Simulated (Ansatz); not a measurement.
BSi4H9OCl2 and related structures: several calculations on one system

**1. Relaxation**

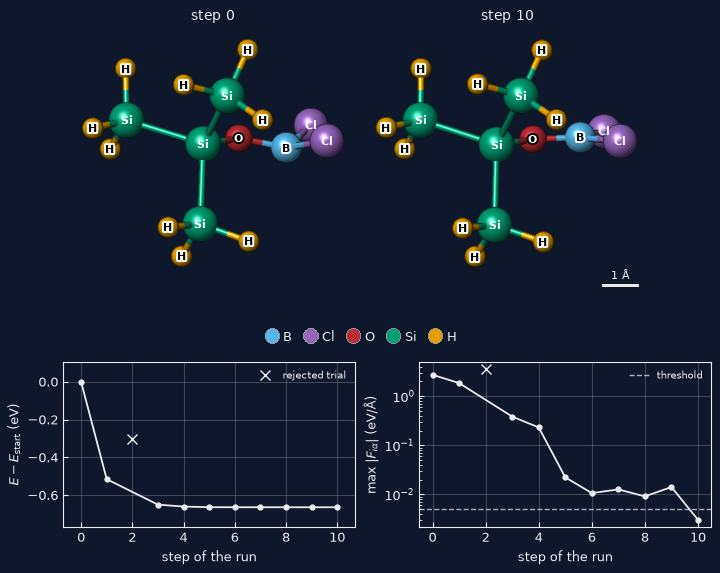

First and last geometry of a relaxation of BSi₄H₉OCl₂, with the history of the run. The picture is a ball-and-stick view, seen at a tilt.

It is one of the separated reactants of a reaction.

These are results of RKS PBE0-D4/def2-TZVP (Ansatz 0.2.0), not measurements.

Input file:
```yaml
crystal:
  periodic: [false, false, false]
  atoms:
    - {symbol: B, position_ang: [-1.146878, -1.500130, -1.240203]}
    - {symbol: Cl, position_ang: [-0.049811, -2.864518, -0.674017]}
    - {symbol: Cl, position_ang: [-2.064689, -1.869093, -2.770891]}
    - {symbol: O, position_ang: [-0.672399, -0.230588, -1.137804]}
    - {symbol: Si, position_ang: [0.383307, 0.504204, -0.079462]}
    - {symbol: Si, position_ang: [0.512530, 2.751556, -0.717225]}
    - {symbol: Si, position_ang: [-0.427779, 0.376811, 2.119004]}
    - {symbol: Si, position_ang: [2.535471, -0.435608, -0.143789]}
    - {symbol: H, position_ang: [-0.836240, 3.380365, -0.727404]}
    - {symbol: H, position_ang: [1.366454, 3.468413, 0.269442]}
    - {symbol: H, position_ang: [1.119212, 2.894185, -2.068019]}
    - {symbol: H, position_ang: [-0.584573, -1.039953, 2.551834]}
    - {symbol: H, position_ang: [0.545437, 1.040327, 3.030037]}
    - {symbol: H, position_ang: [-1.746614, 1.054462, 2.259437]}
    - {symbol: H, position_ang: [3.495116, 0.626921, 0.272775]}
    - {symbol: H, position_ang: [2.872812, -0.863833, -1.526999]}
    - {symbol: H, position_ang: [2.685953, -1.585680, 0.784948]}
basis:
  gaussian: {orbitals: def2-TZVP}
hamiltonian: {xc: pbe0, dispersion: d4}
relax: {f_tol: 0.005, max_steps: 200}
```

Launched with:
```bash
ansatz run in.yaml --threads 4 --pin off --events-out ev --progress --plain --max-ram 66560MiB --backend cuda --devices 0, --max-vram 37GiB
```

What do the curves and the structures tell?

It converged. The energy falls by 0.664 eV in 9 accepted moves (10 points after the start). The largest force component goes from 2.7 to 0.003 eV/Å. The line search rejected the trial step at point 2 of the run. The atom that moves furthest after the best rigid fit is B1 (0.29 Å). Largest moves by element: B 0.29 Å, Cl 0.18 Å, Si 0.05 Å, H 0.04 Å, O 0.03 Å. Near-neighbour distances that change, for instance: B1–Cl2 1.840 → 1.768 Å, B1–Cl3 1.823 → 1.751 Å, B1–O4 1.359 → 1.329 Å, O4–Si5 1.666 → 1.691 Å. Among the angles between lasting bonds that change: Cl3–B1–O4 115.4° → 120.2°, Cl2–B1–Cl3 114.1° → 118.5°, Cl2–B1–O4 117.5° → 121.3°. The run took about 30 s of wall time on a shared GPU.

```json
{"step": "0", "E − E(0), eV": "0.0000", "largest force component, eV/Å": "2.7316", "note": ""}
{"step": "1", "E − E(0), eV": "-0.5151", "largest force component, eV/Å": "1.8563", "note": ""}
{"step": "2", "E − E(0), eV": "-0.3018", "largest force component, eV/Å": "3.5418", "note": "rejected"}
{"step": "3", "E − E(0), eV": "-0.6500", "largest force component, eV/Å": "0.3852", "note": ""}
{"step": "4", "E − E(0), eV": "-0.6602", "largest force component, eV/Å": "0.2321", "note": ""}
{"step": "5", "E − E(0), eV": "-0.6636", "largest force component, eV/Å": "0.0223", "note": ""}
{"step": "6", "E − E(0), eV": "-0.6637", "largest force component, eV/Å": "0.0107", "note": ""}
{"step": "7", "E − E(0), eV": "-0.6638", "largest force component, eV/Å": "0.0127", "note": ""}
{"step": "8", "E − E(0), eV": "-0.6638", "largest force component, eV/Å": "0.0091", "note": ""}
{"step": "9", "E − E(0), eV": "-0.6638", "largest force component, eV/Å": "0.0142", "note": ""}
{"step": "10", "E − E(0), eV": "-0.6639", "largest force component, eV/Å": "0.0030", "note": ""}
```

**2. Relaxation**

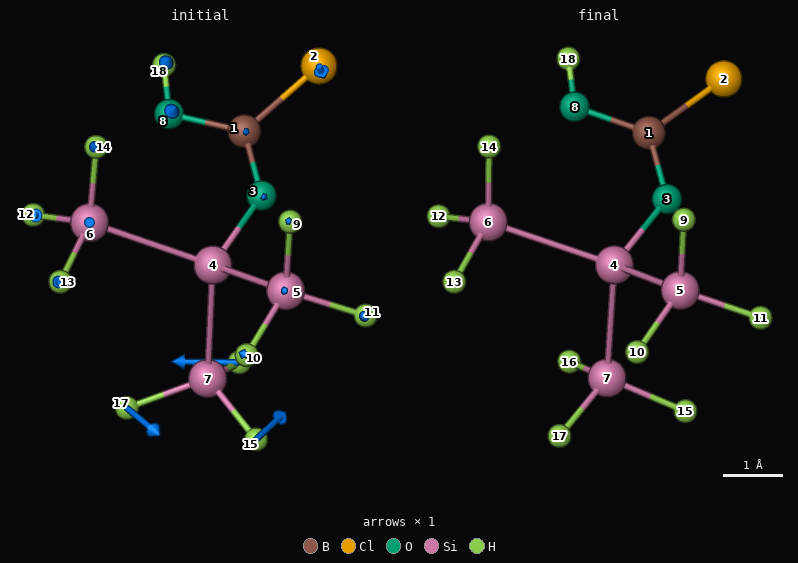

The structure of BSi4H10O2Cl before (left) and after (right) a relaxation, at one scale. The blue arrows give the displacements, at their true length.

A ball-and-stick model, seen from a free direction.

It is one of the separated products of a reaction.

Theory: Ansatz 0.2.0, RKS PBE0-D4/def2-TZVP. Settings: force threshold 0.005 eV/Å; at most 200 steps.

Question: Describe what moved and what it gained.

Answer: The largest move after the best rigid fit is that of H16, 1.19 Å. Largest moves by element: H 1.19 Å, O 0.38 Å, Cl 0.37 Å, Si 0.18 Å, B 0.11 Å. Near-neighbour distances that change, for instance: B1–O8 1.371 → 1.358 Å, Si4–Si7 2.356 → 2.343 Å, B1–O3 1.331 → 1.340 Å, B1–Cl2 1.770 → 1.775 Å. Among the angles between lasting bonds that change: B1–O3–Si4 137.1° → 133.3°, Si6–Si4–Si7 112.6° → 109.1°, Si4–Si7–H17 111.0° → 108.4°. Groups turn about Si4–Si7 by about 50°. After 37 accepted moves (39 points after the start) the energy has fallen by 0.061 eV. Largest force component: 0.53 eV/Å at the start, 0.0042 eV/Å at the end. The line search rejected the trial steps at points 5, 25 of the run. The forces were under the threshold at step 16, but the run went on from there.

**3. Reaction**

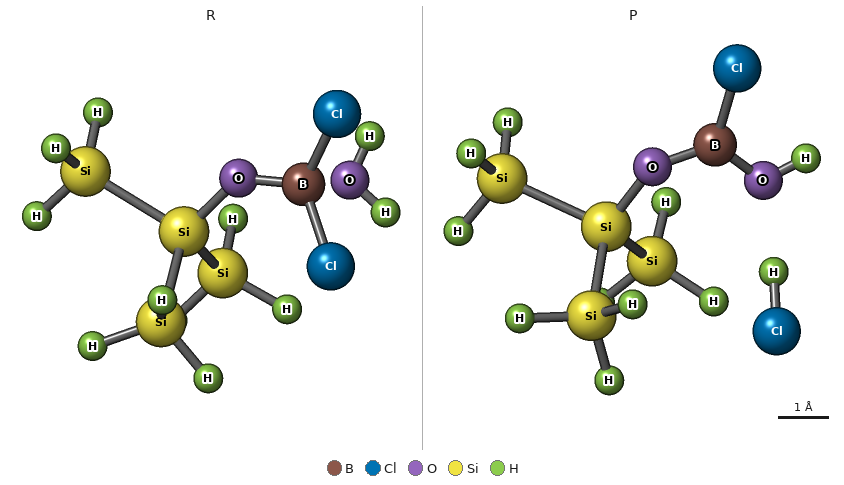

Reactant (R) and product (P) of one elementary step of BSi$_{4}$H$_{11}$O$_{2}$Cl$_{2}$. The picture is a ball-and-stick view, seen from a free direction.

Stationary points at PBE0-D4/def2-TZVP, single-point energies with CCSD(T)/CBS, BLYP-D4, wB97M-V, CAM-B3LYP-D4 (def2-TZVPP where no basis is named; Ansatz 0.2.0). The energies are electronic, without zero-point or thermal terms, and both ends are the relaxed geometries reached downhill from the saddle, with any fragments still in contact. CCSD(T)/CBS stands for a frozen-core estimate: MP2 correlation extrapolated from def2-TZVPP and def2-QZVPP, CCSD(T) minus MP2 from the smaller set.

What is the transition state like, and how high is the barrier?

Counted by bonded pieces, R holds H₂O + Si₄BH₉Cl₂O and P holds HCl + Si₄BH₁₀ClO₂. From R over the saddle to P, bonds form: B–O (1.74 → 1.51 → 1.37 Å), Cl–H (2.53 → 1.65 → 1.29 Å). Bonds break: B–Cl (1.84 → 2.36 → 3.95 Å), H–O (0.97 → 1.13 → 1.91 Å). The saddle has one imaginary mode, 668i cm⁻¹. With CCSD(T)/CBS the barrier is 0.66 eV from R and 1.10 eV from P, and P lies 0.44 eV below R.

```
       level  barrier from R (eV)  barrier from P (eV)  P less R (eV)
 CCSD(T)/CBS                 0.66                 1.10          −0.44
     BLYP-D4                 0.46                 1.03          −0.57
     wB97M-V                 0.64                 1.04          −0.41
CAM-B3LYP-D4                 0.59                 1.15          −0.56
```

Against CCSD(T)/CBS, wB97M-V comes closest on the barrier from R (−0.03 eV) and BLYP-D4 misses most (−0.20 eV).

The saddle point in the same view, with dashed sticks for the bonds that form or break:

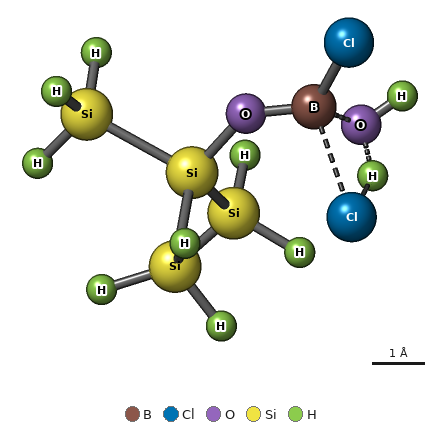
